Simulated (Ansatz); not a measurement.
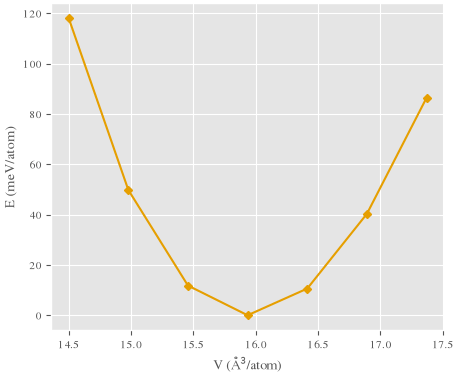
Figure: Mo in space group P6/mmm (No. 191; Mo on 1a, Mo on 2d) under volume change, r²SCAN in the plane-wave PAW code Ansatz, shape and atoms relaxed at each volume.

### Question
What does a third-order Birch–Murnaghan fit give for V₀, B₀ and B′?

### Answer
V₀ = 15.94 Å³/atom, B₀ = 249 GPa, B′ = 4.1.

The start of the workflow was typed in or built on a structure type; neither database checked (COD, Materials Project) lists it. It is not the phase usual at ambient conditions (space group No. 229). Symmetry was held in the r²SCAN relaxation. At this level the phase is mechanically unstable. No spin polarisation was allowed.

Potentials: the earlier of the program's two PAW sets.
